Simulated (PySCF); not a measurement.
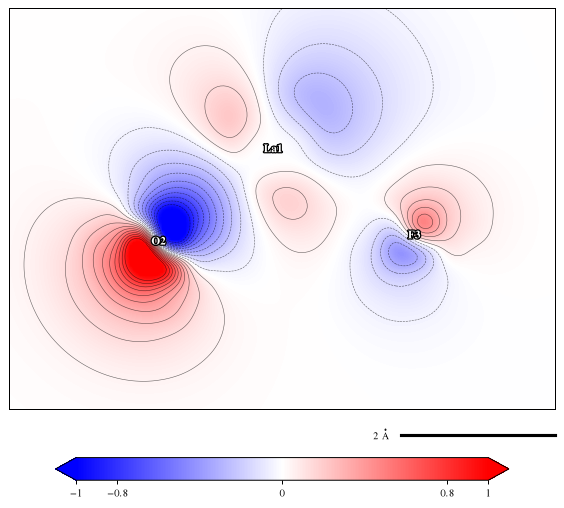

*FLaO (La(O)(F)). The HOMO on the molecular plane (values in Å⁻³ᐟ²; the overall sign is arbitrary).*

Core potentials replace the inner electrons of La.

Theory: PySCF 2.14.0, RKS PBE0, La lcecp-1-SVP with ECP46, O def2-SVP, F def2-SVP; non-relativistic Hamiltonian with scalar-relativistic core potentials where named; density fitting.

```xyz
3

La    0.0473    0.0000   -0.3898
O     1.5879    0.0000    0.7320
F    -1.7236    0.0000    0.8180
```

> Where does this orbital lie, and at what energy?

It lies mainly on O2 (about 70 %) and La1 (about 25 %); it is symmetric in the molecular plane (an in-plane orbital: σ, lone-pair or in-plane π type). Its energy is −6.59 eV.
